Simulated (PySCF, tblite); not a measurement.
# C3H9PSi2: geometry, infrared bands and NMR shifts

Aim: predict the infrared bands and NMR shifts of C3H9PSi2 (`C#C[SiH2]P[SiH2]C`).

The runs use tblite 0.8.0 and PySCF 2.14.0, with density-fitted response routines of our own; the level of theory stands in each step. All values are computed, except where a source is named. Atoms are numbered from 0 throughout.

### Step 1. The starting structure

15 atoms, charge 0, multiplicity 1; geometry from: force field or distance geometry start.

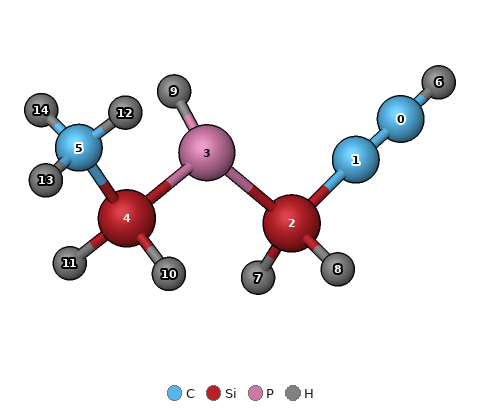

As it starts; carbon blue, silicon red, phosphorus pink, hydrogen grey, atoms numbered; sticks join atoms by distance.

### Step 2. Relaxing the molecule with GFN2-xTB

Job settings and geometry (Å):

```
{"job": {"kind": "relax", "xc": "GFN2-xTB", "basis": "xTB"}, "charge": 0, "multiplicity": 1}
C      4.273900     1.304700    -0.276100
C      3.323300     0.552700    -0.123200
Si     1.934500    -0.605700     0.162100
P      0.057200     0.401100    -0.387000
Si    -1.741600    -0.799100    -0.049900
C     -3.198300     0.376200    -0.140900
H      5.071700     1.979300    -0.410000
H      2.205400    -1.820200    -0.599600
H      1.924000    -0.998200     1.583900
H      0.083700     1.141800    -1.594700
H     -1.702100    -1.393300     1.280800
H     -1.897300    -1.927600    -0.995600
H     -2.970300     1.244000     0.534300
H     -4.089000    -0.170400     0.189500
H     -3.279500     0.722700    -1.206700
```

Started as:

```console
$ OMP_NUM_THREADS=1 python probes_run.py task.json out
```

This one command runs all jobs of the session in turn.

**Question.** This job is followed by: GFN2-xTB harmonic vibrations, gas phase; GIAO PBE0/pcSseg-1 NMR shielding, non-relativistic, gas phase. What will the session give for the following? strongest single infrared mode (GFN2-xTB); zero-point energy (GFN2-xTB); ¹³C shifts against TMS (PBE0/pcSseg-1); ¹H shifts against TMS (PBE0/pcSseg-1, means over atoms taken as alike); ²⁹Si shifts against TMS (PBE0/pcSseg-1); ³¹P shifts against H3PO4 (PBE0/pcSseg-1).

**Answer**, as computed:

```
                                                              quantity                             value
                             strongest single infrared mode (GFN2-xTB)             2186 cm⁻¹, 501 km/mol
                                          zero-point energy (GFN2-xTB)                     61.1 kcal/mol
                                ¹³C shifts against TMS (PBE0/pcSseg-1)             106.6, 85.2, -4.7 ppm
¹H shifts against TMS (PBE0/pcSseg-1, means over atoms taken as alike)  4.71, 4.36, 2.06, 0.48, 0.37 ppm
                               ²⁹Si shifts against TMS (PBE0/pcSseg-1)                  -49.3, -70.8 ppm
                              ³¹P shifts against H3PO4 (PBE0/pcSseg-1)                        -309.6 ppm
```

**Reading.** Over 131 steps the energy fell by 0.648 eV; of the close pairs, P3–Si4 changed most, 2.189 to 2.237 Å. No mode is imaginary among the 39: a minimum at this level. The strongest single mode, at 2186 cm⁻¹, moves mainly H7 and H11. Unscaled tight-binding wavenumbers are off by several per cent, some by more. Its intensities can rank the bands wrongly. At PBE0/pcSseg-1: The largest span, 287 ppm, is at C1, where the paramagnetic term is -157 ppm.
